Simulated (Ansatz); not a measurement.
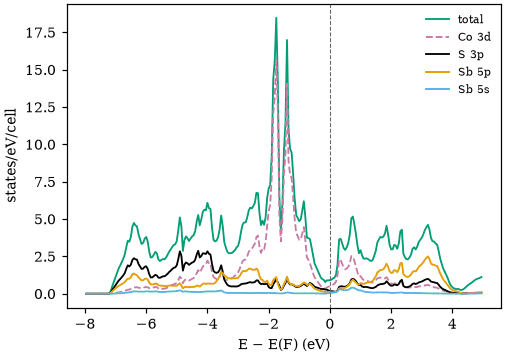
Fig. 1. Total and projected density of states of CoSbS in space group Pmn2_1 (No. 31; Co on 2a, Sb on 2a, S on 2a), plane-wave PAW PBEsol (Ansatz code)

Which orbitals carry the states next to the Fermi level?

Within 0.5 eV of the Fermi level: Co 3d 57 %, S 3p 19 %, Sb 5p 13 %, Sb 5s 6 %. Projections are on Löwdin-orthogonalised atomic valence shells; empty p or d shells of many metals are not among them.

Where is the tallest occupied peak in this window, and what makes it?

Near -1.8 eV, about 18 states/eV per cell; the largest projected share is Co 3d.

The workflow started from an entry of the Crystallography Open Database (COD), which files this formula under 2 space groups. Whether it is the stable phase at ambient conditions was not checked. Symmetry was held in the PBEsol relaxation; its stability against distortions is not shown here. The workflow began spin-polarised and lost its moments. Scalar-relativistic: spin–orbit coupling is off unless named, which matters more the heavier the elements.

Potentials: the later of the program's two PAW sets.
